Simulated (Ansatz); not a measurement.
SiH₃Br: single-point calculation

SiH₃Br, computed with RKS r2SCAN0-D4/def2-TZVPP (Ansatz 0.2.0).

The geometry comes from this level: PBE0-D4/def2-TZVP.

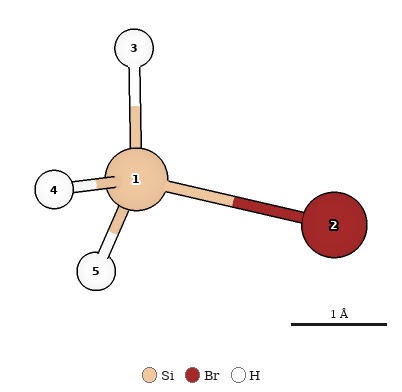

Figure 1. The structure as given in the input (ball-and-stick view, seen at a tilt; atoms are numbered from 1 in the order of the input).

## Input file
```yaml
crystal:
  periodic: [false, false, false]
  atoms:
    - {symbol: Si, position_ang: [-0.823760, -0.750608, -0.441411]}
    - {symbol: Br, position_ang: [0.897127, -0.092126, -1.678390]}
    - {symbol: H, position_ang: [-2.073115, -0.392872, -1.150708]}
    - {symbol: H, position_ang: [-0.752180, -0.058059, 0.865193]}
    - {symbol: H, position_ang: [-0.733019, -2.216847, -0.257349]}
basis:
  gaussian: {orbitals: def2-TZVPP}
hamiltonian: {xc: {name: r2SCAN0}, dispersion: d4}
```

Machine: 2 CPU threads, shared host.

Command:
```bash
ansatz run in.yaml --threads 2 --pin off --events-out ev --progress --plain --max-ram 4352MiB
```

## The program's output
```
Functional definition: r2SCAN0
  name "r2SCAN0"
  cite "Bursch, Neugebauer, Ehlert & Grimme, J. Chem. Phys. 156, 134105 (2022) doi:10.1063/5.0086040"
  cite "Furness, Kaplan, Ning, Perdew & Sun, J. Phys. Chem. Lett. 11, 8208 (2020) doi:10.1021/acs.jpclett.0c02405"
  cite "Furness, Kaplan, Ning, Perdew & Sun, J. Phys. Chem. Lett. 11, 9248 (2020) doi:10.1021/acs.jpclett.0c03077"
  parent r2scan
  parameter a = 0.25
  parameter k0 = 0.174
  parameter k1 = 0.065
  parameter a1 = 4.9479
  exchange = (1 - a)*r2scan_x(k0 = k0, k1 = k1, a1 = a1) + a*exact_x
  correlation = r2scan_c
881 factors; their error is unknown
mean field evaluation 1: about -77972.1945 eV, gradient 8.4e0 eV
mean field evaluation 2: about -77972.3518 eV, gradient 3.1e0 eV
mean field evaluation 4: about -77972.3792 eV, gradient 3.0e-1 eV
mean field evaluation 8: about -77972.8250 eV, gradient 3.9e-1 eV
mean field evaluation 16: about -77972.8251 eV, gradient 7.4e-5 eV
mean field -77972.82510101 eV, -2865.4484705831 hartree, gradient 7.4e-5 eV, S^2 0.000000; 0 other end points of the search recorded, 0 dependent functions left out
reference -77972.82510903 eV, -2865.4484708776 hartree; 26, 26 occupied and 106, 106 virtual orbitals, 881 factors
Total energy: -77972.84578364 eV, -2865.4492306555 hartree
```

## Key numbers

| quantity | value |
| --- | --- |
| outcome | converged |
| total energy | −77972.8458 eV |
| mean-field energy | −77972.8251 eV |
| dispersion energy | −0.0207 eV |
| SCF solution under orbital rotations | stable |
| wall time | 1.2 s (CPU time 2.1 s) |
| peak memory | 0.34 GiB |
